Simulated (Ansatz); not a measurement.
**C2H4Si (charge +1, doublet): density, localisation and related maps**

Input file:

```
crystal:
  periodic: [false, false, false]
  atoms:
    - {symbol: C, position_ang: [0.139147, 0.029479, -0.726935]}
    - {symbol: C, position_ang: [-0.329152, 0.028138, 0.668616]}
    - {symbol: Si, position_ang: [0.857728, -1.284063, -1.771201]}
    - {symbol: H, position_ang: [0.208910, 0.818155, 1.232748]}
    - {symbol: H, position_ang: [-1.384115, 0.371788, 0.697768]}
    - {symbol: H, position_ang: [-0.237379, -0.930379, 1.195047]}
    - {symbol: H, position_ang: [0.039142, 1.007592, -1.244793]}
basis:
  gaussian: {orbitals: def2-TZVPD}
output: {forces: true, orbitals: {seedname: orbitals}}
total_charge: 1
magnetization: {spin_polarized: true, initial_magnetization: 1}
hamiltonian: {xc: pbe0}
```

Launched as:

```sh
ansatz run input.yaml --threads 1 --pin off --max-ram 2610MiB --events-out events.jsonl --progress --plain --runs-dir runs
```

Geometry: r2SCAN-D4/def2-SVP.

All numbers below come from isolated molecule in a Gaussian basis; Kohn-Sham density functional theory, functional PBE0 in Ansatz.

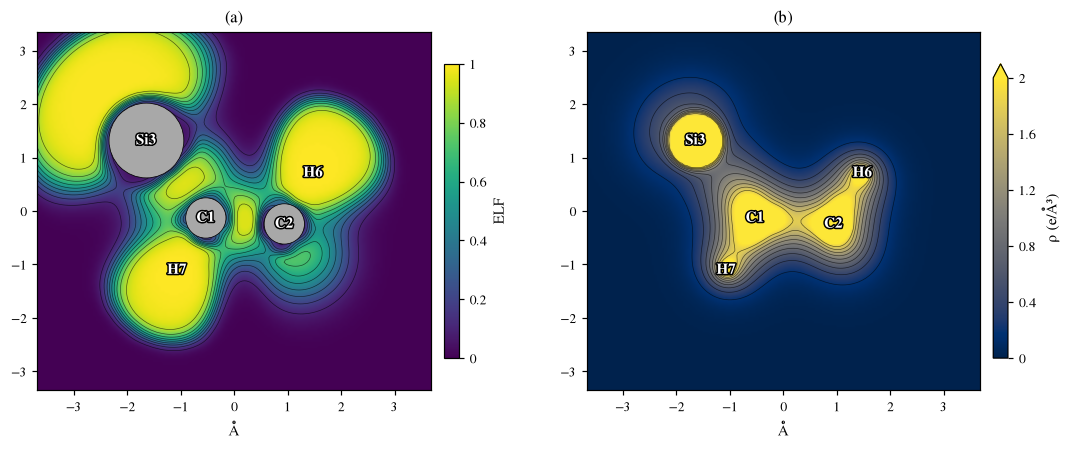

Figure 1. (a) electron localisation function; (b) electron density on the plane of atoms C2, C1 and Si3. Grey discs cover the atomic cores in the ELF map.

Q: Interpret the plot.

A: The plane passes through C, Si and H nuclei.
C–C (1.47 Å): the density is about 1.8 e/Å³ at the midpoint; the ELF peaks at about 0.95 between the atoms (a covalent bond).
C–Si (1.83 Å): ρ is about 1.1 e/Å³ halfway; the ELF peaks at about 0.95 between the atoms (a shared electron pair).
C–H (1.10 Å): ρ at the midpoint is about 2 e/Å³; the ELF climbs to about 1 towards the hydrogen, as it does in any bond to H (an ordinary covalent bond to hydrogen).
The ELF also peaks beside Si3, away from the bonds: non-bonding electrons, paired or unpaired.

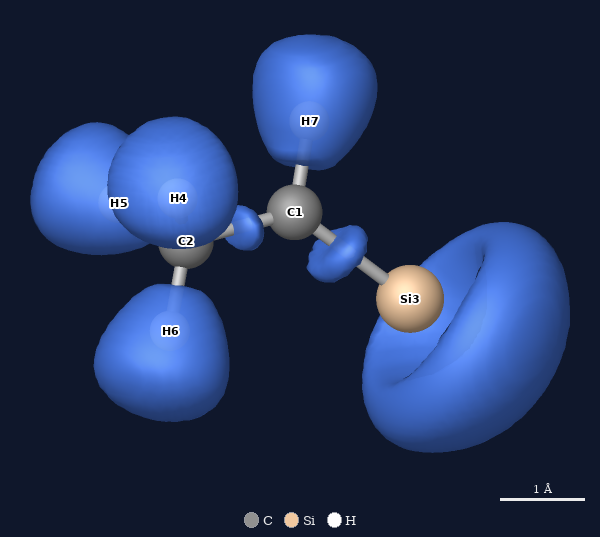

Figure 2. Isosurface of the ELF at 0.9 (blue), seen at a tilt. Core shells and regions of very low density are left out.

Q: Where are the electrons localised?

A: The surface consists of one region between bonded C–C atoms (shared pairs), one region between bonded C–Si atoms (shared pairs), four regions around hydrogen nuclei and one lobe on Si, pointing away from the bonds (non-bonding electrons).

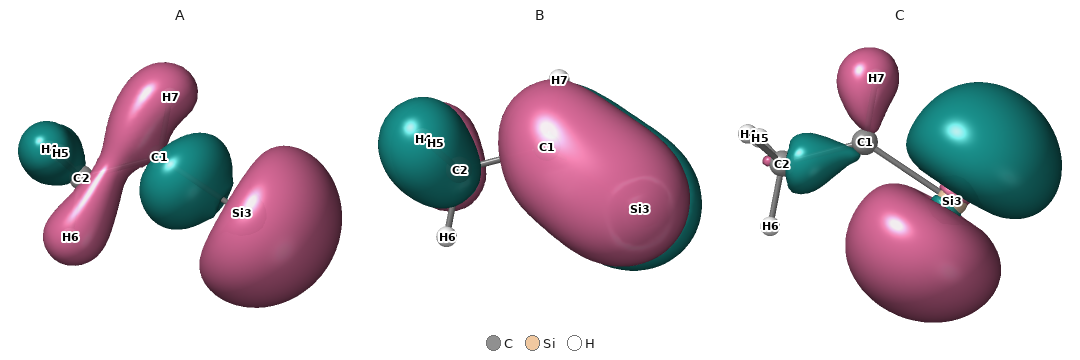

Figure 3. Three frontier orbitals at ±0.1 Å⁻³ᐟ² (teal and pink are the two phases), in no order.

Q: Order the three orbitals by energy and name them. All are α orbitals.

A: A is the HOMO−1 (α) (−14.06 eV). It lies mainly on Si3 (about 60 %), C1 (about 25 %) and C2 (about 10 %). B is the HOMO (α) (−13.25 eV). It lies mainly on C1 (about 40 %), Si3 (about 40 %) and C2 (about 10 %); π-bonding across C1–Si3. C is the LUMO (α) (−8.91 eV). It lies mainly on Si3 (about 85 %) and C1 (about 5 %).

Q: What is the gap between the highest occupied and lowest empty α orbitals?

A: 4.34 eV between the orbital energies.
